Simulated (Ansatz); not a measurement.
# MoS2: S vacancy, part 1 of 2

A defect calculation: S vacancy in MoS2, supercell of 42 sites, in the charges 0, -1.

Computed with Ansatz 0.2.0 (DFT PBE+D3(BJ), scalar-relativistic, plane waves, PAW, unless a step's input says otherwise).

## (1) The starting structure

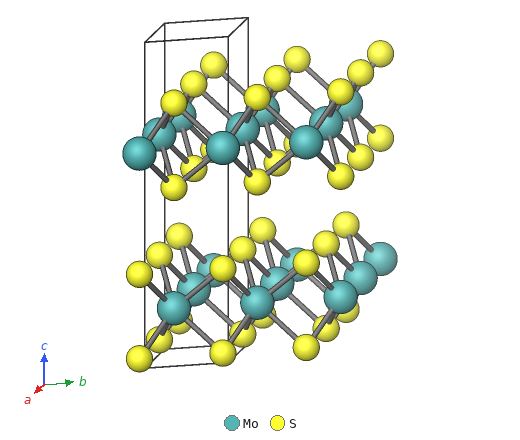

The starting structure, seen slightly off an axis (molybdenum teal, sulfur yellow). 3×3×1 cells are drawn.

As a file:

```xyz
6
Lattice="3.1492 0.0000 0.0000 -1.5746 2.7273 0.0000 0.0000 0.0000 12.0899" Properties=species:S:1:pos:R:3 pbc="T T T"
Mo    0.0000    1.8182    3.0225
Mo    1.5746    0.9091    9.0674
S     0.0000    1.8182    7.5016
S     1.5746    0.9091    1.4567
S     0.0000    1.8182   10.6331
S     1.5746    0.9091    4.5882
```

It is the result of an earlier relaxation at this level (volume 17.31 Å³/atom; gap on the mesh: 0.78 eV).

## (2) Band edges over the zone of the host

input.yaml reads:

```yaml
crystal:
  lattice:
    - [3.1491697261, 0.0, 0.0]
    - [-1.574584863, 2.7272609836, 0.0]
    - [0.0, 0.0, 12.0898516375]
  atoms:
    - { symbol: Mo, position: [0.3333333333, 0.6666666667, 0.25] }
    - { symbol: Mo, position: [0.6666666667, 0.3333333333, 0.75] }
    - { symbol: S, position: [0.3333333333, 0.6666666667, 0.6204901679] }
    - { symbol: S, position: [0.6666666667, 0.3333333333, 0.1204901679] }
    - { symbol: S, position: [0.3333333333, 0.6666666667, 0.8795098321] }
    - { symbol: S, position: [0.6666666667, 0.3333333333, 0.3795098321] }
basis:
  ecutwfc: 420
  xc_grid: 2
kpoints:
  mp_grid: { grid: [12, 12, 4] }
  band_path: { path: [VBM, CBM], npoints: 2 }
hamiltonian:
  xc: pbe
  dispersion: d3bj
scf:
  occupations: { method: gaussian, width: 0.01 }
output:
  forces: true
  stress: true
  eigenvalues: true
```

The run is started by

```bash
ansatz run input.yaml --threads 8 --pin off --max-ram 22528MiB --backend cpu --events-out ev --progress --plain --runs-dir out
```

Standard output, shortened:

```text
[...]
SCF converged after 6 iterations
Free energy (F): -13528.098028 eV
[...]
E sigma→0 (E₀):  -13528.098028 eV
Fermi energy:    11.864491 eV
[...]
--- Forces (eV/Å), atoms counted from 1 ---
  atom   1  Mo     0.00000000    -0.00000000    -0.00000000
  atom   2  Mo    -0.00000000     0.00000000     0.00000000
  atom   3  S      0.00000000    -0.00000000    -0.00246139
  atom   4  S     -0.00000000     0.00000000    -0.00246139
  atom   5  S      0.00000000    -0.00000000     0.00246139
  atom   6  S     -0.00000000     0.00000000     0.00246139
[...]
--- Stress (GPa, compression-positive) ---
        0.018891       0.000000      -0.000000
        0.000000       0.018891      -0.000000
       -0.000000      -0.000000       0.018960
  P = ⅓ Tr σ = 0.0189 GPa (0.189 kbar)
--- Band table (eV; the first three rows and the last of 57) ---
[...]
```

Run time: 3.6 s. Hardware: 8 threads of Arm Neoverse V1, shared host; peak memory 0.57 GiB.

bands.tsv puts the valence top at k = (0.000, 0.000, 0.000) and the conduction bottom at (0.177, 0.180, 0.000) (fractions of the reciprocal vectors), 0.770 eV apart.

## (3) Screening of the host, by linear response

Edit input.yaml of step 2 so:

```diff
@@ -14,6 +14,4 @@
   ecutwfc: 420
-  xc_grid: 2
 kpoints:
   mp_grid: { grid: [12, 12, 4] }
-  band_path: { path: [VBM, CBM], npoints: 2 }
 hamiltonian:
@@ -22,6 +20,7 @@
 scf:
-  occupations: { method: gaussian, width: 0.01 }
-output:
-  forces: true
-  stress: true
-  eigenvalues: true
+  occupations: { method: fixed }
+output: {}
+phonons:
+  method: dfpt
+  dielectric: true
+  rigid_motions: translations
```

The run is started by

```bash
ansatz run input.yaml --threads 8 --pin off --max-ram 22528MiB --backend cpu --events-out ev --progress --plain --runs-dir out
```

Standard output, shortened:

```text
Warning: RAYON_NUM_THREADS=8 ignored (pool sized by the plan → 8); use --threads N
[...]
Pseudopotentials: kind: paw
Pseudopotential: Mo, paw, valence charge 14, recommended cutoff 420 eV (normal), Mo.paw.azcp
Pseudopotential: S, paw, valence charge 6, recommended cutoff 420 eV (normal), S.paw.azcp
Functional definition: PBE
[...]
Crystal: 6 atoms, lattice volume = 103.835 Å³
[...]
        469.09      1             0.0000
  optical modes at Γ + LO–TO along q̂ = [0.0000, 0.0000, 1.0000]:
      ω (cm⁻¹)  modes    IR ((D/Å)²/amu)
         35.79      2             0.0000
         62.20      1             0.0000
        281.33      2             0.0000
        284.46      2             0.0000
        380.02      2             0.0000
        380.30      2             2.5393
        401.66      1             0.0000
        410.53      1             0.0000
        465.39      1             0.6375
        469.09      1             0.0000
```

Wall time 87 s (8 threads of Arm Neoverse V1, shared host); peak memory 2.4 GiB.

The static tensor (mean 12.89) goes into the defect inputs, where it screens the image charges.

## (4) Host supercell without the defect

input.yaml reads:

```yaml
crystal:
  lattice:
    - [6.2983394522, -5.4545219672, 0.0]
    - [-7.8729243152, -2.7272609836, 0.0]
    - [0.0, 0.0, -12.0898516375]
  atoms:
    - { symbol: Mo, position: [0.3333333333, 0.6666666667, 0.75] }
    - { symbol: Mo, position: [0.9047619048, 0.5238095238, 0.75] }
    - { symbol: Mo, position: [0.4761904762, 0.380952381, 0.75] }
    - { symbol: Mo, position: [0.0476190476, 0.2380952381, 0.75] }
    - { symbol: Mo, position: [0.619047619, 0.0952380952, 0.75] }
    - { symbol: Mo, position: [0.1904761905, 0.9523809524, 0.75] }
    - { symbol: Mo, position: [0.7619047619, 0.8095238095, 0.75] }
    - { symbol: Mo, position: [0.5238095238, 0.619047619, 0.25] }
    - { symbol: Mo, position: [0.0952380952, 0.4761904762, 0.25] }
    - { symbol: Mo, position: [0.6666666667, 0.3333333333, 0.25] }
    - { symbol: Mo, position: [0.2380952381, 0.1904761905, 0.25] }
    - { symbol: Mo, position: [0.8095238095, 0.0476190476, 0.25] }
    - { symbol: Mo, position: [0.380952381, 0.9047619048, 0.25] }
    - { symbol: Mo, position: [0.9523809524, 0.7619047619, 0.25] }
    - { symbol: S, position: [0.3333333333, 0.6666666667, 0.3795098321] }
    - { symbol: S, position: [0.9047619048, 0.5238095238, 0.3795098321] }
    - { symbol: S, position: [0.4761904762, 0.380952381, 0.3795098321] }
    - { symbol: S, position: [0.0476190476, 0.2380952381, 0.3795098321] }
    - { symbol: S, position: [0.619047619, 0.0952380952, 0.3795098321] }
    - { symbol: S, position: [0.1904761905, 0.9523809524, 0.3795098321] }
    - { symbol: S, position: [0.7619047619, 0.8095238095, 0.3795098321] }
    - { symbol: S, position: [0.5238095238, 0.619047619, 0.8795098321] }
    - { symbol: S, position: [0.0952380952, 0.4761904762, 0.8795098321] }
    - { symbol: S, position: [0.6666666667, 0.3333333333, 0.8795098321] }
    - { symbol: S, position: [0.2380952381, 0.1904761905, 0.8795098321] }
    - { symbol: S, position: [0.8095238095, 0.0476190476, 0.8795098321] }
    - { symbol: S, position: [0.380952381, 0.9047619048, 0.8795098321] }
    - { symbol: S, position: [0.9523809524, 0.7619047619, 0.8795098321] }
    - { symbol: S, position: [0.3333333333, 0.6666666667, 0.1204901679] }
    - { symbol: S, position: [0.9047619048, 0.5238095238, 0.1204901679] }
    - { symbol: S, position: [0.4761904762, 0.380952381, 0.1204901679] }
    - { symbol: S, position: [0.0476190476, 0.2380952381, 0.1204901679] }
    - { symbol: S, position: [0.619047619, 0.0952380952, 0.1204901679] }
    - { symbol: S, position: [0.1904761905, 0.9523809524, 0.1204901679] }
    - { symbol: S, position: [0.7619047619, 0.8095238095, 0.1204901679] }
    - { symbol: S, position: [0.5238095238, 0.619047619, 0.6204901679] }
    - { symbol: S, position: [0.0952380952, 0.4761904762, 0.6204901679] }
    - { symbol: S, position: [0.6666666667, 0.3333333333, 0.6204901679] }
    - { symbol: S, position: [0.2380952381, 0.1904761905, 0.6204901679] }
    - { symbol: S, position: [0.8095238095, 0.0476190476, 0.6204901679] }
    - { symbol: S, position: [0.380952381, 0.9047619048, 0.6204901679] }
    - { symbol: S, position: [0.9523809524, 0.7619047619, 0.6204901679] }
basis:
  ecutwfc: 420
  xc_grid: 2
kpoints:
  mp_grid: { grid: [2, 2, 2], shift: [0.0, 0.0, 0.0] }
hamiltonian:
  xc: pbe
  dispersion: d3bj
scf:
  occupations: { method: gaussian, width: 0.01 }
output:
  forces: true
  stress: true
  eigenvalues: true
```

The run is started by

```bash
ansatz run input.yaml --threads 8 --pin off --max-ram 22528MiB --backend cpu --events-out ev --progress --plain --runs-dir out
```

Standard output, shortened:

```text
Warning: RAYON_NUM_THREADS=8 ignored (pool sized by the plan → 8); use --threads N
[...]
Pseudopotentials: kind: paw
Pseudopotential: Mo, paw, valence charge 14, recommended cutoff 420 eV (normal), Mo.paw.azcp
Pseudopotential: S, paw, valence charge 6, recommended cutoff 420 eV (normal), S.paw.azcp
Functional definition: PBE
[...]
Crystal: 42 atoms, lattice volume = 726.845 Å³
[...]
  atom   4  Mo    -0.00000000     0.00000000     0.00000000
  atom   5  Mo    -0.00000000     0.00000000     0.00000000
  atom   6  Mo    -0.00000000    -0.00000000    -0.00000000
  atom   7  Mo    -0.00000000     0.00000000    -0.00000000
  atom   8  Mo     0.00000000     0.00000000     0.00000000
[...]
--- Stress (GPa, compression-positive) ---
        0.026149       0.000000      -0.000000
       -0.000000       0.026149       0.000000
       -0.000000       0.000000       0.033947
  P = ⅓ Tr σ = 0.0287 GPa (0.287 kbar)
--- Band table (eV) ---
[...]
```

It took 5.4 s on 8 threads of Arm Neoverse V1, shared host; peak memory 3.1 GiB.

The supercell's rows, in vectors of the relaxed cell: 1 -2 0; -3 -1 0; 0 0 -1.

## (5) Setting up the defect

The atom at (0.333, 0.667, 0.380) of the supercell is taken out. A small random displacement (spread 0.05 Å) lets the symmetry of the site break. Its neighbours are 3 Mo at 2.40 Å.

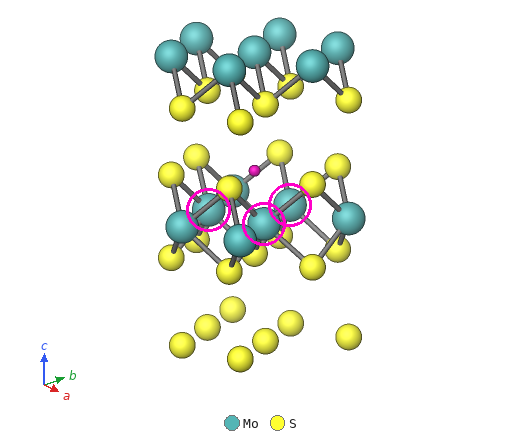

The defect cell at the start, seen slightly off an axis (molybdenum teal, sulfur yellow). The magenta dot marks the empty site and its neighbours are ringed. Each atom of the cell is drawn once, in a box centred on the defect.

## (6) Charge state 0

Edit input.yaml of step 4 so:

```diff
@@ -13,4 +13,4 @@
     - { symbol: Mo, position: [0.7619047619, 0.8095238095, 0.75] }
-    - { symbol: Mo, position: [0.5238095238, 0.619047619, 0.25] }
-    - { symbol: Mo, position: [0.0952380952, 0.4761904762, 0.25] }
+    - { symbol: Mo, position: [0.5228940122, 0.6092637972, 0.2473042606] }
+    - { symbol: Mo, position: [0.1017868715, 0.4810959863, 0.2476215507] }
     - { symbol: Mo, position: [0.6666666667, 0.3333333333, 0.25] }
@@ -18,5 +18,4 @@
     - { symbol: Mo, position: [0.8095238095, 0.0476190476, 0.25] }
-    - { symbol: Mo, position: [0.380952381, 0.9047619048, 0.25] }
+    - { symbol: Mo, position: [0.3748185881, 0.9039088526, 0.2486879618] }
     - { symbol: Mo, position: [0.9523809524, 0.7619047619, 0.25] }
-    - { symbol: S, position: [0.3333333333, 0.6666666667, 0.3795098321] }
     - { symbol: S, position: [0.9047619048, 0.5238095238, 0.3795098321] }
@@ -48,2 +47,14 @@
     - { symbol: S, position: [0.9523809524, 0.7619047619, 0.6204901679] }
+  host:
+    lattice:
+      - [3.1491697261, 0.0, 0.0]
+      - [-1.574584863, 2.7272609836, 0.0]
+      - [0.0, 0.0, 12.0898516375]
+    atoms:
+      - { symbol: Mo, position: [0.3333333333, 0.6666666667, 0.25] }
+      - { symbol: Mo, position: [0.6666666667, 0.3333333333, 0.75] }
+      - { symbol: S, position: [0.3333333333, 0.6666666667, 0.6204901679] }
+      - { symbol: S, position: [0.6666666667, 0.3333333333, 0.1204901679] }
+      - { symbol: S, position: [0.3333333333, 0.6666666667, 0.8795098321] }
+      - { symbol: S, position: [0.6666666667, 0.3333333333, 0.3795098321] }
 basis:
@@ -60,3 +71,14 @@
   forces: true
-  stress: true
+  stress: false
   eigenvalues: true
+  charged_corrections:
+    defect_position: [0.33333333, 0.66666667, 0.37950983]
+    epsilon: [[15.731, 0.0, 0.0], [0.0, 15.731, 0.0], [0.0, 0.0, 7.2138]]
+  write_density: true
+  write_potential: true
+  elf: true
+  volumetric_format: npy
+relax:
+  adjacent_minimum: "off"
+  f_tol: 0.025
+  max_steps: 60
```

The run is started by

```bash
ansatz run input.yaml --threads 8 --pin off --max-ram 22528MiB --backend cpu --events-out ev --progress --plain --runs-dir out
```

Standard output, shortened:

```text
Warning: RAYON_NUM_THREADS=8 ignored (pool sized by the plan → 8); use --threads N
[...]
Pseudopotentials: kind: paw
Pseudopotential: Mo, paw, valence charge 14, recommended cutoff 420 eV (normal), Mo.paw.azcp
Pseudopotential: S, paw, valence charge 6, recommended cutoff 420 eV (normal), S.paw.azcp
Functional definition: PBE
[...]
Crystal: 41 atoms, lattice volume = 726.845 Å³
[...]
--- Forces (eV/Å), atoms counted from 1 ---
  atom   1  Mo    -0.00030370    -0.00020627     0.00094435
  atom   2  Mo     0.00010467     0.00031746    -0.00055751
  atom   3  Mo     0.00015586     0.00028144    -0.00059923
  atom   4  Mo     0.00033253     0.00003711    -0.00008075
  atom   5  Mo     0.00037225    -0.00035842    -0.00112507
  atom   6  Mo    -0.00039871     0.00025056    -0.00096447
  atom   7  Mo    -0.00037749     0.00002176    -0.00049460
  atom   8  Mo     0.00730479    -0.00305271     0.00060248
[...]
--- Band table (eV; the first three rows and the last of 8) ---
```

## (7) More of the same log: S vacancy (site f), charge +0, atoms relaxed at the host's cell

The log, continued:

```text
[... 4 lines left out ...]
--- Relaxed structure (5 steps of the walk, 5 accepted, 0 SCFs on fresh bases) ---
  F+E_penalty+E_count = -93791.34297550 eV   max|allowed force component| = 1.672e-2 eV/Å
  atoms:
    - { symbol: Mo, position: [0.3332578442590407, 0.6665050442384499, 0.7502193180214136] }
    - { symbol: Mo, position: [0.9048228184906496, 0.5236425269901497, 0.7494649218314058] }
    - { symbol: Mo, position: [0.476122966027461, 0.38094084768436426, 0.7494673233409704] }
    - { symbol: Mo, position: [0.04758703969513242, 0.23800816230655086, 0.7495002397955766] }
    - { symbol: Mo, position: [0.6188323760125213, 0.09494122864613319, 0.749460101453324] }
    - { symbol: Mo, position: [0.19044825308972496, 0.9521733170145725, 0.7494957228358321] }
    - { symbol: Mo, position: [0.7617519617072932, 0.8093333170317695, 0.7494995484504974] }
    - { symbol: Mo, position: [0.5191529293556082, 0.6205755677541026, 0.2482699909081] }
    - { symbol: Mo, position: [0.1015167872624099, 0.4806819511796729, 0.24819565057930731] }
    - { symbol: Mo, position: [0.6667259860821947, 0.33324145584812026, 0.2526666146111728] }
    - { symbol: Mo, position: [0.23933862667354217, 0.1928017250407533, 0.2505841744660807] }
    - { symbol: Mo, position: [0.8071511186060721, 0.046226587631437666, 0.25055336129655736] }
    - { symbol: Mo, position: [0.3793796738041156, 0.8983340673313027, 0.2482343926034563] }
    - { symbol: Mo, position: [0.9537206701517567, 0.7606037575904359, 0.2506114511516638] }
    - { symbol: S, position: [0.9141465110292067, 0.5264506163991739, 0.38011298562309864] }
    - { symbol: S, position: [0.4734568944970798, 0.3873726945628849, 0.3801471638014661] }
    - { symbol: S, position: [0.05159553274216559, 0.24412131521162556, 0.3789195224329292] }
    - { symbol: S, position: [0.6125715997197702, 0.0858281091930686, 0.3800968930644759] }
    - { symbol: S, position: [0.19274021573366712, 0.9483459389731925, 0.37900005355652966] }
    - { symbol: S, position: [0.7558524584488818, 0.8072231891213643, 0.37898328025811073] }
    - { symbol: S, position: [0.5240133040590488, 0.6188147979760926, 0.8793279928845394] }
    - { symbol: S, position: [0.09478841160392765, 0.47573341045928125, 0.87932162202138] }
    - { symbol: S, position: [0.6665864791015368, 0.333167996779269, 0.8789326368144493] }
    - { symbol: S, position: [0.23806206910962507, 0.19028343795136893, 0.8790419313146094] }
    - { symbol: S, position: [0.809469573340944, 0.04751899694599915, 0.8790477745901775] }
    - { symbol: S, position: [0.38097038611621736, 0.9049681406339498, 0.8793265176564476] }
    - { symbol: S, position: [0.9522507758243416, 0.7617139807829229, 0.8790390795520332] }
    - { symbol: S, position: [0.33335027116723537, 0.6665325340368778, 0.11829392767001078] }
    - { symbol: S, position: [0.9048925507066155, 0.5208761819612714, 0.1216725849072983] }
    - { symbol: S, position: [0.4790730173014075, 0.3838265052279692, 0.1217323181777342] }
    - { symbol: S, position: [0.04698555499345765, 0.2397321188155147, 0.12093378997381357] }
    - { symbol: S, position: [0.6161752026693585, 0.09504438670220239, 0.12172437785281798] }
    - { symbol: S, position: [0.19303683241395025, 0.9529449888418653, 0.1209993623001582] }
    - { symbol: S, position: [0.7601841577184797, 0.8068780439720904, 0.1210125561080277] }
    - { symbol: S, position: [0.5231551393962887, 0.6191733791835672, 0.6201641103005902] }
    - { symbol: S, position: [0.09602454865955912, 0.4766072953158348, 0.6201619936217044] }
    - { symbol: S, position: [0.666584229599359, 0.3331774523725677, 0.6198831366492125] }
    - { symbol: S, position: [0.23804095683441903, 0.19034195217415117, 0.6199539611096281] }
    - { symbol: S, position: [0.8094226841077558, 0.04744718609786397, 0.619941830638684] }
    - { symbol: S, position: [0.3806084118009193, 0.9037396562436038, 0.6201550655229027] }
    - { symbol: S, position: [0.9523193185872603, 0.7617281071766129, 0.6199546612518134] }
```

It took 84 s on 8 threads of Arm Neoverse V1, shared host; peak memory 5.4 GiB.

Relaxation path:

```csv
step,energy from step 1 (eV/cell),largest force component (eV/Å)
1,0.0000,1.9037
2,-0.1312,1.1556
3,-0.2574,0.1045
4,-0.2587,0.0167
5,-0.2587,0.0167
```

Step 1 is the start. Step 5 solves the same geometry again.

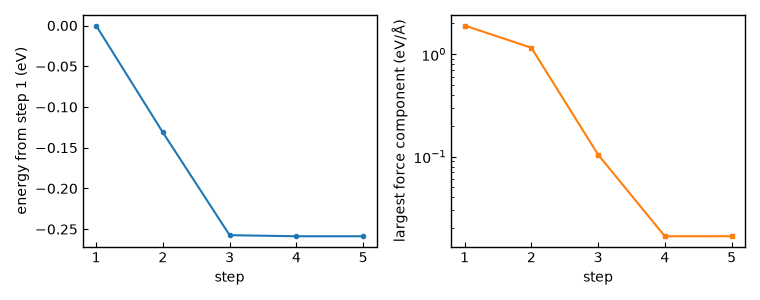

Energy and largest force along the relaxation.

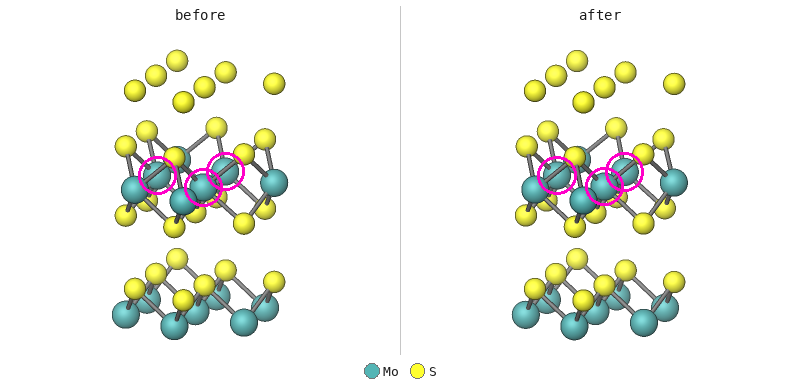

The structure before (left) and after (right), drawn at the same scale. Each atom of the cell is drawn once, at one copy chosen for all pictures, so bonds across the cell's faces may be missing.

The atom that moved most is Mo8, by 0.11 Å.

The maps below use the cell's axes, with the origin moved to put the defect at the centre.

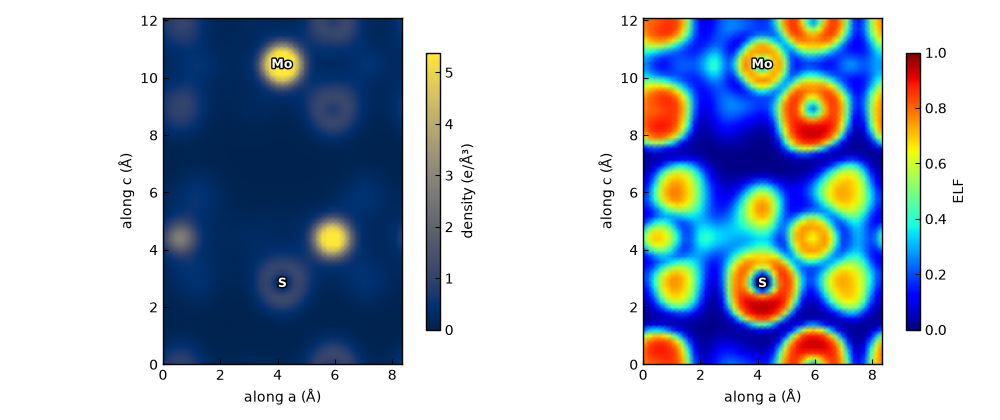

Density (left) and ELF (right) in a lattice plane of the grid's cell (edges 8.33 and 12.09 Å, at 0.500 of the third edge), which holds Mo and S. Only atoms in the plane are labelled; the density scale stops at 5.39 e/Å³. Both are smooth fields of the valence electrons: close to the nuclei they are not physical.

Maxima of ELF outside the ion cores: 0.96 beside S, off the lines to its neighbours, 0.9 Å from S; 0.87 on the S–Mo line, 0.8 Å from S; 0.87 in the shell around S, 0.8 Å from S.

(Continued in part 2 of 2.)
